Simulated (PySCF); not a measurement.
CH3Cl3NTa (SMILES C[N]=[Ta]([Cl])([Cl])[Cl])

Input file:

```
{"job": {"kind": "sp", "xc": "B3LYP", "basis": "ma-def2-SVP", "d3": "d3bj", "grid": 2}, "charge": 0, "multiplicity": 1}
Ta    -0.102443     0.000517    -1.544248
N      0.037924    -0.004922     0.214622
C      0.121613     0.000061     1.634624
H      0.519125     0.972056     2.001375
H     -0.882764    -0.155208     2.086042
H      0.792425    -0.811671     1.992672
Cl     2.084274     0.009257    -2.325516
Cl    -1.278638     1.938083    -2.045479
Cl    -1.275554    -1.934165    -2.068134
```

Run with:

```sh
OMP_NUM_THREADS=1 python redox_run.py task.json out
```

Geometry: BP86-D3(BJ)/ma-def2-SVP; core potentials replace the inner electrons of Ta.

These are results of DFT single point, gas phase, functional B3LYP in PySCF 2.14.0, density-fitted response routines, not measurements.

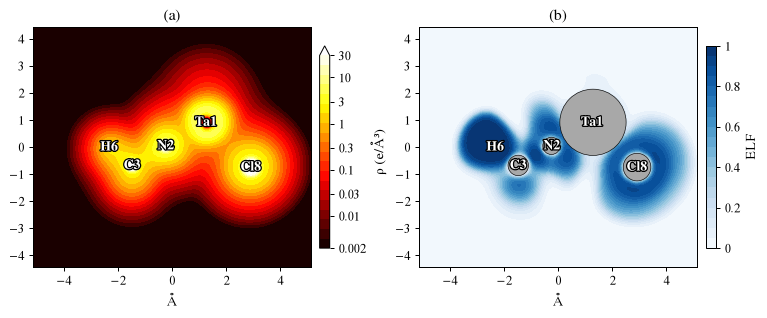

Figure 1. (a) electron density; (b) electron localisation function on the plane of atoms N2, Ta1 and Cl8. Grey discs cover the atomic cores in the ELF map.

Q: Interpret the plot.

A: The section cuts through Ta, N, C, H and Cl sites. C–N (1.42 Å): ρ at the midpoint is about 2 e/Å³; the ELF peaks at about 0.95 between the atoms, as expected for a covalent bond. Ta–N (1.76 Å): ρ is about 1.5 e/Å³ halfway; the ELF peaks at about 0.75 in the valence shell of N, 0.6 Å from its nucleus, and drops to about 0.30 between the two atoms. Ta–Cl (2.32 Å): ρ at the midpoint is about 0.63 e/Å³; the ELF peaks at about 0.85 in the valence shell of Cl, 0.8 Å from its nucleus, and is about 0.35 at the midpoint. C–H (1.11 Å): ρ is about 1.9 e/Å³ halfway; the ELF climbs to about 1 towards the hydrogen, as it does in any bond to H; an ordinary covalent bond to hydrogen.

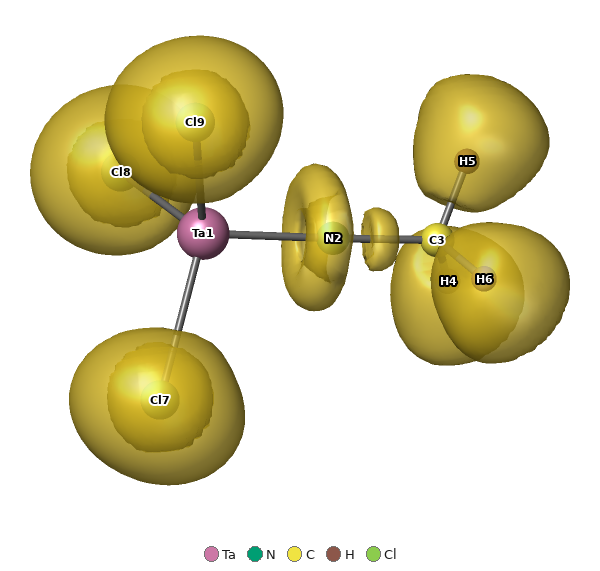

Figure 2. Isosurface of the electron localisation function at 0.8 (yellow), seen at a tilt. Core shells and regions of very low density are left out.

Q: Describe the localisation domains.

A: At this value the surface marks out one region between bonded C–N atoms (shared pairs), three regions around hydrogen nuclei, three regions wrapped around Cl (the valence shell of each) and one region wrapped around N (its valence shell).

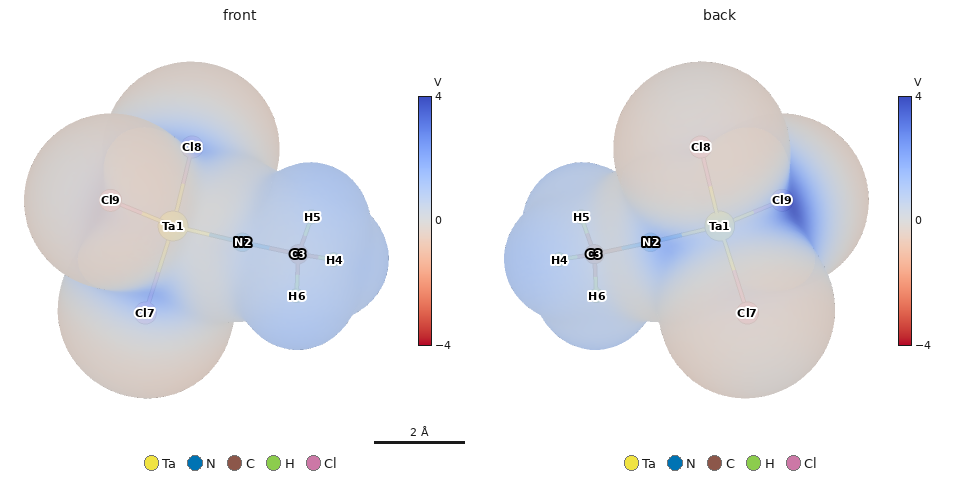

Figure 3. The electrostatic potential painted on the density surface at 0.002 e/bohr³, seen from the front and from behind; the colour scale runs from red (negative) to blue (positive).

Q: Where is the surface potential most negative and most positive?

A: The most negative region (about −0.3 V) lies over Cl7, Cl8 and Cl9, the most positive (about +3.1 V) over Ta1.

Q: How polar is the molecule by this calculation?

A: Its dipole moment is 2.06 D.
